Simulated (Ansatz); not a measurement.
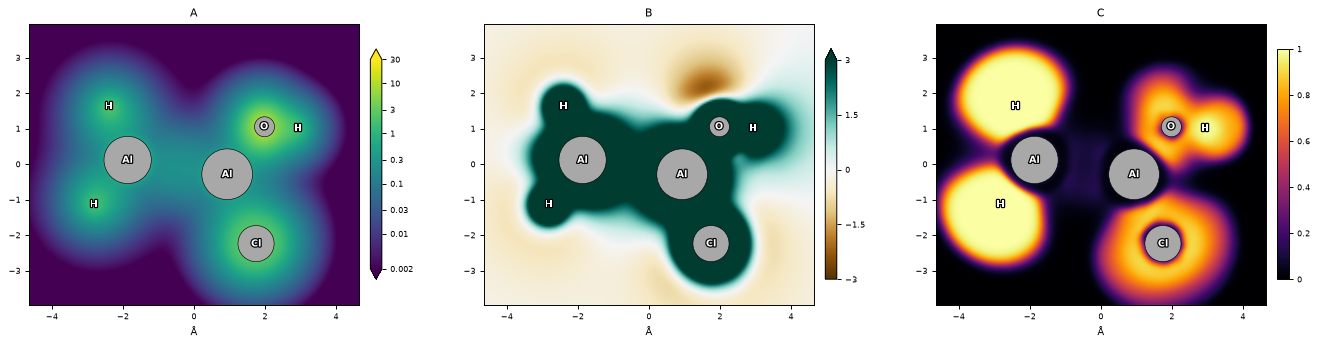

Al2ClH5O3: 3 fields on the plane of atoms Cl2, Al1 and O5, with unlabelled colour scales. Grey discs cover the atomic cores.

All numbers below come from Ansatz, RKS PBE0-D4/def2-SVP.

```json
{"atom": "Al", "x (Å)": "-0.2658", "y (Å)": "-0.0444", "z (Å)": "0.6106"}
{"atom": "Cl", "x (Å)": "-0.0365", "y (Å)": "-1.9377", "z (Å)": "1.5227"}
{"atom": "O", "x (Å)": "1.2897", "y (Å)": "0.8379", "z (Å)": "0.1957"}
{"atom": "H", "x (Å)": "1.6051", "y (Å)": "0.9425", "z (Å)": "-0.7068"}
{"atom": "O", "x (Å)": "-1.3471", "y (Å)": "0.1251", "z (Å)": "-0.6914"}
{"atom": "H", "x (Å)": "-1.9881", "y (Å)": "-0.5349", "z (Å)": "-0.9561"}
{"atom": "O", "x (Å)": "-0.3421", "y (Å)": "1.2495", "z (Å)": "1.9153"}
{"atom": "Al", "x (Å)": "1.2343", "y (Å)": "2.1856", "z (Å)": "1.5045"}
{"atom": "H", "x (Å)": "2.2886", "y (Å)": "1.9833", "z (Å)": "2.6723"}
{"atom": "H", "x (Å)": "0.9785", "y (Å)": "3.5826", "z (Å)": "0.7971"}
{"atom": "H", "x (Å)": "-0.7327", "y (Å)": "1.1305", "z (Å)": "2.7856"}
```

The panels show electron density, electron localisation function and electrostatic potential in some order. Assign them.

Answer. Panel A: electron density. Panel B: electrostatic potential (strongly positive close to the atoms, with negative regions outside electron-rich atoms). Panel C: electron localisation function. From the grid: Al–O (1.70 Å): ρ is about 0.85 e/Å³ halfway; the ELF peaks at about 0.85 in the valence shell of O, 0.6 Å from its nucleus, and is about 0.45 at the midpoint. Al–Cl (2.11 Å): the density is about 0.69 e/Å³ at the midpoint; the ELF peaks at about 0.90 in the valence shell of Cl, 0.9 Å from its nucleus, and is about 0.80 at the midpoint.
